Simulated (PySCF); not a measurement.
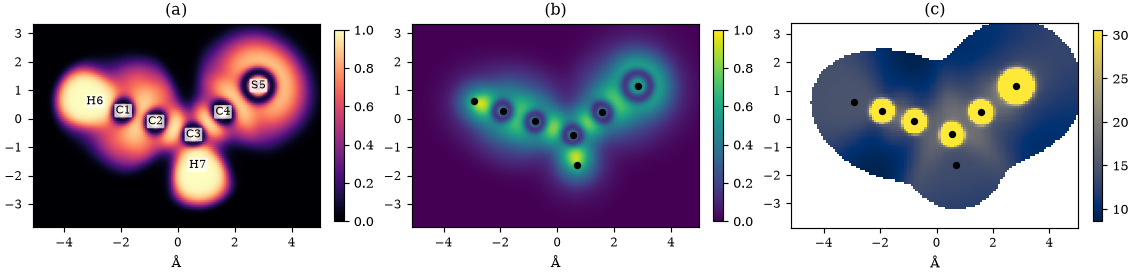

*C4H2S, SMILES `C#CC=C=S`. Three fields in the molecular plane.*

Level of theory: B3LYP/6-31G* (PySCF), at a geometry from GFN2-xTB. No frequency check shows the geometry to be a minimum. GFN2-xTB bond lengths at metals and heavier atoms can be off by up to 0.1 Å and shapes distorted, which carries into these values.

Cartesian coordinates (Å):

```
C1       2.8128   -0.5652    0.0000
C2       1.7959    0.0736    0.0000
C3       0.6119    0.8359    0.0000
C4      -0.5844    0.3097    0.0000
S5      -2.0153   -0.2951    0.0000
H6       3.7044   -1.1165    0.0000
H7       0.7227    1.9136    0.0000
```

> The panels show, in some order, the electron localisation function (ELF), localised orbital locator (LOL) and average local ionisation energy. Which is which?

(a) is the electron localisation function (ELF): it runs from 0 to 1 and is close to 1 over wide basins that fill the valence regions. (b) is the localised orbital locator (LOL): it runs from 0 to 1, peaks where electrons are localised, as in bonds, and fades smoothly outside. (c) is the average local ionisation energy: it is high near the heavier nuclei and lowest where loosely bound electrons reach out.
